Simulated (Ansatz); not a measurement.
# Lattice dynamics of TcSn (built on the sites of a database entry of HfTc)

How does TcSn (built on the sites of a database entry of HfTc) vibrate, and is this structure a minimum?

Calculated with Ansatz 0.2.0; DFT PBEsol, scalar-relativistic, plane waves, PAW.

The structure was built from a prototype and need not be the compound's stable phase.

## Step 1: Starting point

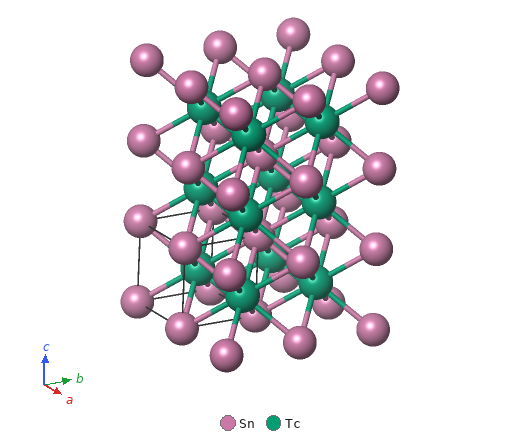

The starting structure, seen slightly off an axis (tin pink, technetium teal). 2×2×3 cells are drawn. Some periodic images of atoms are drawn too.

## Step 2: Rough relaxation

The start is far from rest, so a relaxation with loose tolerances brings it close first.

Input file input.yaml:

```yaml
crystal:
  lattice:
    - [2.95821, 0.0, 0.0]
    - [0.0, 2.95821, 0.0]
    - [0.0, 0.0, 2.95821]
  atoms:
    - { symbol: Sn, position: [0.0, 0.0, 0.0] }
    - { symbol: Tc, position: [0.5, 0.5, 0.5] }
kpoints:
  mp_grid: { grid: [6, 6, 6] }
hamiltonian:
  xc: pbesol
scf:
  occupations: { method: gaussian, width: 0.1 }
output:
  forces: true
  stress: true
  eigenvalues: true
relax:
  adjacent_minimum: "off"
  f_tol: 0.05
  max_steps: 80
  cell: { stress_tol: 0.5 }
```

Started as:

```bash
> ansatz run input.yaml --threads 4 --pin off --max-ram 7168MiB --backend cpu --events-out ev --progress --plain --runs-dir out
```

Numbers of over 12 decimals in the logs are rounded to 6 here.

The log of the run:

```text
The last accepted step is kept in <dir> (removed where the run ends without a failure and the disk answers)
Engine: ansatz 0.2.0, aarch64-unknown-linux-gnu
Pseudopotentials: kind: paw
Pseudopotential: Sn, paw, valence charge 14, recommended cutoff 420 eV (normal), Sn.paw.azcp
Pseudopotential: Tc, paw, valence charge 15, recommended cutoff 500 eV (normal), Tc.paw.azcp
Functional definition: PBEsol
  exchange = pbesol_x
[...]
--- Relaxed structure (5 steps of the walk, 5 accepted, 2 SCFs on fresh bases) ---
  F+E_penalty+E_count = -11287.12869049 eV   max|allowed force component| = 3.944e-30 eV/Å   (the final SCF, on the basis selected at the relaxed cell)
  cell:  # Å, volume = 33.3732 Å³
    - [3.219581, 0, 0]
    - [0, 3.219581, 0]
    - [0, 0, 3.219581]
  atoms:
    - { symbol: Sn, position: [0, 0, 0] }
    - { symbol: Tc, position: [0.500000, 0.500000, 0.500000] }
[key lines of the parts left out:]
SCF converged after 6 iterations
Free energy (F): -11287.128690 eV
Fermi energy:    18.734444 eV
P = ⅓ Tr σ = 0.0452 GPa (0.452 kbar)
```

It took 2.3 s on 4 threads of Arm Neoverse V2, shared host; peak memory 0.31 GiB.

Step by step:

```
step  energy less that of the first step (eV)  largest force component (eV/Å)  pressure (GPa)  volume (Å³)
   1                                   0.0000                          0.0000           88.93        25.89
   2                                  -1.3613                          0.0000           27.79        29.86
   3                                  -1.5990                          0.0000            7.58        32.10
   4                                  -1.6240                          0.0000           -0.34        33.25
  5*                                  -1.6427                          0.0000            0.78        33.25
   6                                  -1.6430                          0.0000            0.05        33.37
  7*                                  -1.6430                          0.0000            0.05        33.37
```

Relaxation steps marked * repeat the geometry before them on a plane-wave basis chosen anew for their cell, so energy and pressure can jump there.

Forces are held to the 48 operations that the run works with; a distortion that breaks them can't arise in this run.

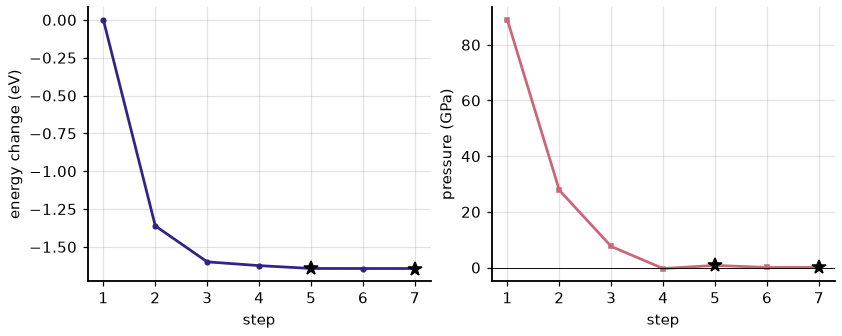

Energy and pressure along the relaxation. Stars mark steps on a basis chosen anew.

```
conventional cell, symmetrised  before  after   change
                         a (Å)   2.958  3.220   +8.8 %
                         b (Å)   2.958  3.220   +8.8 %
                         c (Å)   2.958  3.220   +8.8 %
              volume (Å³/atom)   12.94  16.69  +28.9 %
```

The relaxed structure:

```xyz
2
Lattice="3.2196 0.0000 0.0000 0.0000 3.2196 0.0000 0.0000 0.0000 3.2196" Properties=species:S:1:pos:R:3 pbc="T T T"
Sn    0.0000    0.0000    0.0000
Tc    1.6098    1.6098    1.6098
```

Numbers from this step:

- pressure: 0.04520 GPa
- volume per atom: 16.69 Å³
- gap on the k-mesh: 0 eV

In this step the volume went from 12.94 to 16.69 Å³/atom.

## Step 3: Relaxation

The cell and atoms are relaxed, since residual forces and stress would shift the frequencies.

Input file input.yaml:

```yaml
crystal:
  lattice:
    - [3.2195805926, 0.0, 0.0]
    - [0.0, 3.2195805926, 0.0]
    - [0.0, 0.0, 3.2195805926]
  atoms:
    - { symbol: Sn, position: [0.0, 0.0, 0.0] }
    - { symbol: Tc, position: [0.5, 0.5, 0.5] }
kpoints:
  mp_grid: { grid: [12, 12, 12] }
hamiltonian:
  xc: pbesol
scf:
  occupations: { method: gaussian, width: 0.1 }
output:
  forces: true
  stress: true
  eigenvalues: true
  write_density: true
  write_potential: true
  elf: true
  volumetric_format: npy
relax:
  adjacent_minimum: "off"
  f_tol: 0.005
  max_steps: 80
  cell: { stress_tol: 0.05 }
```

The log of the run:

```text
[...]
Crystal: 2 atoms, lattice volume = 33.373 Å³
Basis set: ecut = 500 eV, 847 PW (Γ), exchange–correlation on 48×48×48 points (8 copies of the dense FFT grid, shifted against one another)
Bands: 19, of which v1, the nominal top of the filled ones, is band 15 counted from 1 (14 counted from 0)
Symmetry: 48 space group operations
[...]
k-points: 84 of 1728
[...]
SCF iter   1: F=—  HF=-11287.750448 eV  |F-HF|=—  |Δ(HF+E_count)|=         —  Δρ=5.73e-2  dr2=2.07e0  ethr=3.10e-3  ⟨swp⟩=5.0  Hψ=7311  notcnv=0
[...]
SCF iter   7: F=-11287.165423 eV  HF=-11287.165423 eV  |F-HF|=4.18e-11  |Δ(HF+E_count)|=   5.91e-9  Δρ=2.48e-6  dr2=1.03e-9  ethr=3.45e-10  ⟨swp⟩=8.0  Hψ=8402  notcnv=0
SCF 1 converged in 7 iterations: F = -11287.165423 eV  dr2 = 1.03e-9
[...]
relax step   1: F+E_penalty+E_count = -11287.16542309 eV  Δ(F+E_penalty+E_count) = +0.000e0 eV  max|allowed force component| = 3.971e-29 eV/Å  Δτ_max = 0.0000 Å  P = +0.360 GPa  Ω = 33.373 Å³  (7 SCF iters, dr2 threshold 1.00e-7 eV, accepted)
Crystal: 2 atoms, lattice volume = 33.561 Å³
[...]
SCF iter   6: F=-11287.165181 eV  HF=-11287.165181 eV  |F-HF|=0.00e0  |Δ(HF+E_count)|=  3.64e-12  Δρ=8.95e-8  dr2=1.23e-12  ethr=1.00e-12  ⟨swp⟩=4.9  Hψ=6665  notcnv=0
SCF 2 converged in 6 iterations: F = -11287.165181 eV  dr2 = 1.23e-12
relax step   2: F+E_penalty+E_count = -11287.16518069 eV  Δ(F+E_penalty+E_count) = +2.424e-4 eV  max|allowed force component| = 2.945e-29 eV/Å  Δτ_max = 0.0000 Å  P = -0.717 GPa  Ω = 33.561 Å³  energy of the carried Pulay correction = -2.998e-5 eV  (6 SCF iters, dr2 threshold 2.00e-7 eV, rejected (line search))
Crystal: 2 atoms, lattice volume = 33.436 Å³
[...]
SCF iter   6: F=-11287.165483 eV  HF=-11287.165483 eV  |F-HF|=0.00e0  |Δ(HF+E_count)|=  3.64e-12  Δρ=5.38e-8  dr2=3.56e-13  ethr=1.00e-12  ⟨swp⟩=5.4  Hψ=6109  notcnv=0
SCF 3 converged in 6 iterations: F = -11287.165483 eV  dr2 = 3.56e-13
relax step   3: F+E_penalty+E_count = -11287.16548278 eV  Δ(F+E_penalty+E_count) = -5.969e-5 eV  max|allowed force component| = 1.304e-28 eV/Å  Δτ_max = 0.0000 Å  P = -0.003 GPa  Ω = 33.436 Å³  energy of the carried Pulay correction = -1.001e-5 eV  (6 SCF iters, accepted)
[...]
SCF iter   7: F=-11287.165494 eV  HF=-11287.165494 eV  |F-HF|=0.00e0  |Δ(HF+E_count)|=  1.82e-12  Δρ=2.30e-10  dr2=9.74e-18  ethr=1.00e-12  ⟨swp⟩=2.4  Hψ=4081  notcnv=0
SCF 4 converged in 7 iterations: F = -11287.165494 eV  dr2 = 9.74e-18
relax step   4: F+E_penalty+E_count = -11287.16549357 eV  Δ(F+E_penalty+E_count) = -1.079e-5 eV  max|allowed force component| = 1.157e-29 eV/Å  Δτ_max = 0.0000 Å  P = -0.002 GPa  Ω = 33.436 Å³  stress off target by 1.63e-3 GPa  SCF on the basis re-selected at this cell (its energy is not comparable with the rows above)  (7 SCF iters)
[...]
SCF converged after 7 iterations
Free energy (F): -11287.165494 eV
[...]
Internal energy: -11287.154571 eV  (E = F + TS)
E sigma→0 (E₀):  -11287.160032 eV
Entropy (-TS):   -0.010923 eV (-5.461 meV/atom)
Fermi energy:    18.675136 eV
[...]
--- Stress (GPa, compression-positive) ---
       -0.001634      -0.000000       0.000000
        0.000000      -0.001634       0.000000
        0.000000       0.000000      -0.001634
  P = ⅓ Tr σ = -0.0016 GPa (-0.016 kbar)
--- Band table (eV; the first three rows and the last of 84) ---
  k-point 0: bands = [... 11 lower, 15.9018, 19.0853, 19.0853, 19.0853, 21.8453, 21.8453, 21.8453, 28.2917]
  k-point 1: bands = [... 11 lower, 15.9201, 18.7969, 18.7969, 19.0824, 21.3374, 22.2561, 22.2561, 28.6649]
  k-point 2: bands = [... 11 lower, 15.9708, 18.2249, 18.2249, 19.0745, 20.4321, 23.1990, 23.1990, 28.7947]
  k-point 83: bands = [... 11 lower, 13.6521, 15.7512, 20.2869, 20.2869, 22.5151, 22.5151, 22.5151, 25.0673]
--- Relaxed structure (3 steps of the walk, 2 accepted, 1 SCFs on fresh bases) ---
[...]
cell:  # Å, volume = 33.4358 Å³
    - [3.221591, 0.0, 0.0]
    - [0.0, 3.221591, 0.0]
    - [0.0, 0.0, 3.221591]
  atoms:
    - { symbol: Sn, position: [0, 0, 0] }
    - { symbol: Tc, position: [0.500000, 0.500000, 0.500000] }
```

Elapsed: 4.5 s, on 4 threads; peak memory 0.38 GiB; 15 s of CPU time.

Little changed from the start: no atom moved by 0.005 Å and no cell edge by 0.1 %.

This step gave:

```
pressure        : -0.001634 GPa
volume per atom : 16.72 Å³
```

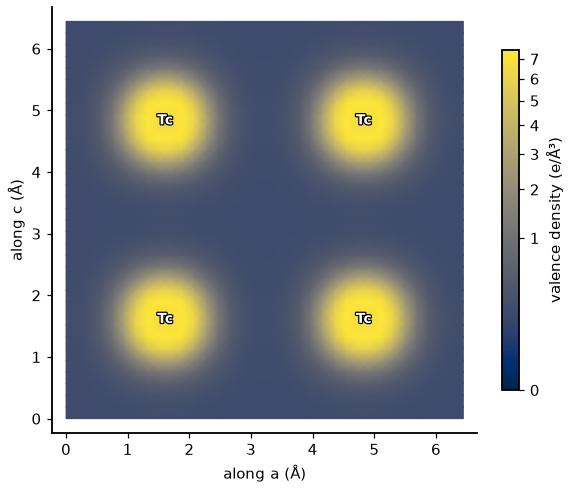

Valence density in the ac plane at fractional y = 0.500, with atoms of Tc within 0.2 Å of it. It is the smooth field of the valence electrons, not physical close to the nuclei. The colour scale is stretched toward low values.

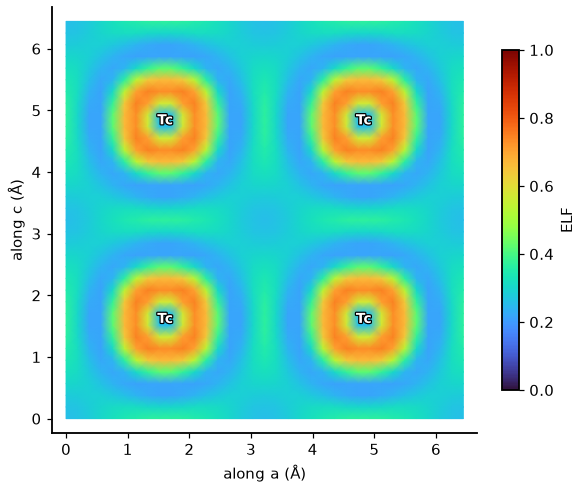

ELF in the ac plane at fractional y = 0.500, with atoms of Tc within 0.2 Å of it. It is the smooth field of the valence electrons, not physical close to the nuclei.

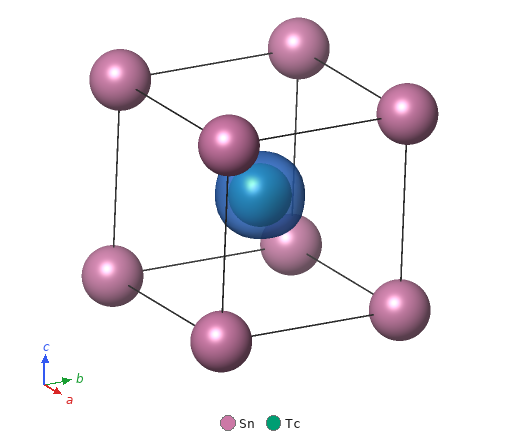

Surface of ELF = 0.68.

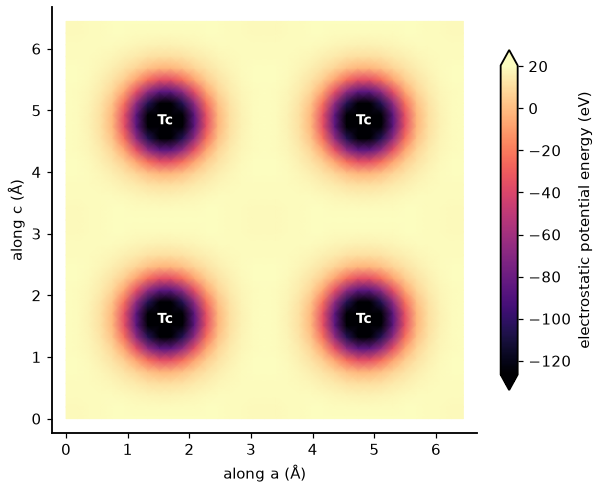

Electrostatic potential energy in the ac plane at fractional y = 0.500, with atoms of Tc within 0.2 Å of it. With pseudopotentials it is smooth inside the atoms' cores, unlike the true potential.

In this step the volume went from 16.69 to 16.72 Å³/atom.

## Step 4: Relaxing to small forces for the phonons

Phonons need a cell at rest on their own settings, so the relaxation is repeated with tight tolerances on forces and stress on the k mesh and occupations of the first response run.

Input file input.yaml:

```yaml
crystal:
  lattice:
    - [3.221590993, 0.0, 0.0]
    - [0.0, 3.221590993, 0.0]
    - [0.0, 0.0, 3.221590993]
  atoms:
    - { symbol: Sn, position: [0.0, 0.0, 0.0] }
    - { symbol: Tc, position: [0.5, 0.5, 0.5] }
kpoints:
  mp_grid: { grid: [12, 12, 12] }
hamiltonian:
  xc: pbesol
scf:
  occupations: { method: methfessel_paxton, width: 0.15 }
output:
  forces: true
  stress: true
  eigenvalues: true
relax:
  adjacent_minimum: "off"
  f_tol: 0.001
  max_steps: 60
  cell: { stress_tol: 0.01 }
```

The log of the run:

```text
[...]
Crystal: 2 atoms, lattice volume = 33.436 Å³
Basis set: ecut = 500 eV, 847 PW (Γ), exchange–correlation on 48×48×48 points (8 copies of the dense FFT grid, shifted against one another)
Bands: 19, of which v1, the nominal top of the filled ones, is band 15 counted from 1 (14 counted from 0)
Symmetry: 48 space group operations
[...]
k-points: 84 of 1728
[...]
k-point 83: bands = [... 11 lower, 13.6553, 15.7563, 20.2918, 20.2918, 22.5204, 22.5204, 22.5204, 25.0730]
--- Relaxed structure (3 steps of the walk, 2 accepted, 1 SCFs on fresh bases) ---
[...]
cell:  # Å, volume = 33.4290 Å³
    - [3.221374, 0, 0.0]
    - [0, 3.221374, 0.0]
    - [0.0, 0.0, 3.221374]
  atoms:
    - { symbol: Sn, position: [0, 0, 0] }
    - { symbol: Tc, position: [0.500000, 0.500000, 0.500000] }
[key lines of the parts left out:]
SCF converged after 3 iterations
Free energy (F): -11287.160255 eV
Fermi energy:    18.676711 eV
P = ⅓ Tr σ = -0.0002 GPa (-0.002 kbar)
```

Elapsed: 3.3 s, on 4 threads; peak memory 0.38 GiB.

Little changed from the start: no atom moved by 0.005 Å and no cell edge by 0.1 %.

Numbers from this step:

| Quantity | Value |
| --- | --- |
| pressure | -2.36e-4 GPa |
| volume per atom | 16.71 Å³ |

The forces vanish by symmetry and the pressure is 0.000 GPa, within the tolerances set. The cell now holds 16.71 Å³/atom.

## Step 5: Linear response at the zone centre

The zone centre comes first: it holds the modes that light can see, as far as symmetry allows. No field response is asked, since the mesh shows no gap.

input.yaml, the sections that differ from step 4:

```yaml
crystal:
  lattice:
    - [3.2213741624, 0.0, 0.0]
    - [0.0, 3.2213741624, 0.0]
    - [0.0, 0.0, 3.2213741624]
  atoms:
    - { symbol: Sn, position: [0.0, 0.0, 0.0] }
    - { symbol: Tc, position: [0.5, 0.5, 0.5] }
output:
  eigenvalues: true
phonons:
  method: dfpt
# kpoints, hamiltonian, scf: as in step 4
# relax: removed
```

The log of the run:

```text
[...]
Crystal: 2 atoms, lattice volume = 33.429 Å³
Basis set: ecut = 500 eV, 847 PW (Γ), exchange–correlation on 48×48×48 points (8 copies of the dense FFT grid, shifted against one another)
Bands: 19, of which v1, the nominal top of the filled ones, is band 15 counted from 1 (14 counted from 0)
Symmetry: 48 space group operations
k-points: 196 of 1728 (irreducible under 8 space group operations, time reversal used)
[...]
SCF iter   1: F=—  HF=-11287.744459 eV  |F-HF|=—  |Δ(HF+E_count)|=         —  Δρ=5.72e-2  dr2=2.07e0  ethr=3.10e-3  ⟨swp⟩=5.0  Hψ=17108  notcnv=0
[...]
SCF iter   8: F=-11287.160255 eV  HF=-11287.160255 eV  |F-HF|=0.00e0  |Δ(HF+E_count)|=  2.00e-10  S|Δr|=    0.00e0  Δρ=1.67e-7  dr2=6.78e-12  ethr=1.00e-12  ⟨swp⟩=5.2  Hψ=19547  notcnv=0
the search or the solves at the SCF's close seem to have found levels that the self-consistency loop had missed (the run counts 3). By its estimate they hold under 1e-12 electrons; where the run keeps them, the occupations were computed again with them
SCF 1 converged in 8 iterations: F = -11287.160255 eV  dr2 = 6.78e-12
[...]
DFPT response loops at Γ: preconditioner auto → Kerker (q_TF=auto, 2.664 Å⁻¹) (partly filled bands, converged f_vac=0.000); β = 1.00, the filter's whole step (`scf.mixing.beta` (0.50) is not read by the response loops under this deck's `scf.mixing.preconditioner`; to damp them name `kerker` or `kerker_dos`, under which they read `scf.mixing.beta`, and type it under 1.00, their step now; both keys bind the ground state too); Broyden in place of MSR1
SCF converged after 8 iterations
[...]
Free energy (F): -11287.160255 eV
[...]
Internal energy: -11287.159851 eV  (E = F + TS)
E sigma→0 (E₀):  -11287.160154 eV
Entropy (-TS):   -0.000403 eV (-0.202 meV/atom)
Fermi energy:    18.676712 eV
[...]
--- Band table (eV; the first three rows and the last of 196) ---
  k-point 0: bands = [... 11 lower, 15.9055, 19.0896, 19.0896, 19.0896, 21.8503, 21.8503, 21.8503, 28.2994]
  k-point 1: bands = [... 11 lower, 15.9238, 18.8012, 18.8012, 19.0867, 21.3424, 22.2612, 22.2612, 28.6725]
  k-point 2: bands = [... 11 lower, 15.9745, 18.2290, 18.2290, 19.0788, 20.4371, 23.2043, 23.2043, 28.8002]
  k-point 195: bands = [... 11 lower, 13.6553, 15.7563, 20.2918, 20.2918, 22.5204, 22.5204, 22.5204, 25.0730]
--- Phonons (Γ-DFPT): 2 representative perturbations + reference, on 196 of 1728 k-points (Σ response iterations 6) ---
  k mesh reduced under 8 symmetry operations, with k and −k counted as one. Each operation leaves every solved perturbation unchanged. A smaller set is not used because it would not reduce the number of displacements times k-points to solve
  ASR residual: 1.552e-4 → 0.000e0 eV/Å²; symmetrization residual: 8.603e-6 eV/Å²
  ASR residual per site (eV/Å²): 7.47e-5 1.55e-4
  Γ frequencies (cm⁻¹): 0.00 0.00 0.00 188.52 188.52 188.52
  non-analytic LO–TO correction: not included (Born effective charges unavailable; polar crystals: no LO–TO splitting at Γ)
```

Run time: 10 s. Hardware: 4 threads; peak memory 0.77 GiB; 37 s of CPU time.

This step gave:

```yaml
sum_rule_residual_before_enforcement: 1.55e-4 eV/Å²
point_group: m-3m
highest_optical_mode_at_the_zone_centre_no_lo_to_term: 188.5 cm⁻¹
lowest_optical_zone_centre_mode: 188.5 cm⁻¹
```

Patterns of degenerate modes are one choice out of their space. The modes at Γ (shares of kinetic energy by element, %):

```
mode  frequency (cm⁻¹)  symmetry  Sn %  Tc %
   1               0.0  acoustic    55    45
   2               0.0  acoustic    55    45
   3               0.0  acoustic    55    45
   4             188.5       T1u    45    55
   5             188.5       T1u    45    55
   6             188.5       T1u    45    55
```

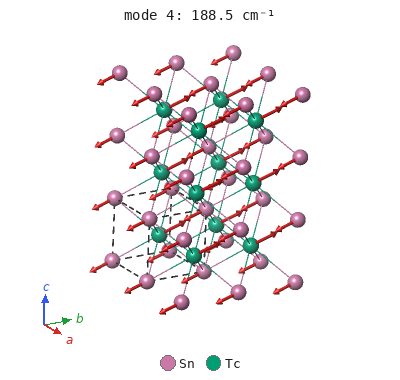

Displacement patterns of mode 4 at Γ; arrows are exaggerated. 2×2×3 cells are drawn. Some periodic images of atoms are drawn too.

Before it was imposed, the acoustic sum rule was missed by 1.6e-4 eV/Å². Small misses are needed for a sound result but don't prove that mesh and cutoff are converged. The lowest optical mode is real, 189 cm⁻¹.

(Part 1 of 2 ends here.)

[Logs are printed without paths, hosts, clocks, repeated set-up lines and the standing remarks that a program may print on its own settings, such as how far it seeks lower states.]

[Hosts, paths, dates, database ids (printed as entryN), source tags and the programs' standing remarks are cut or masked in the printed files.]
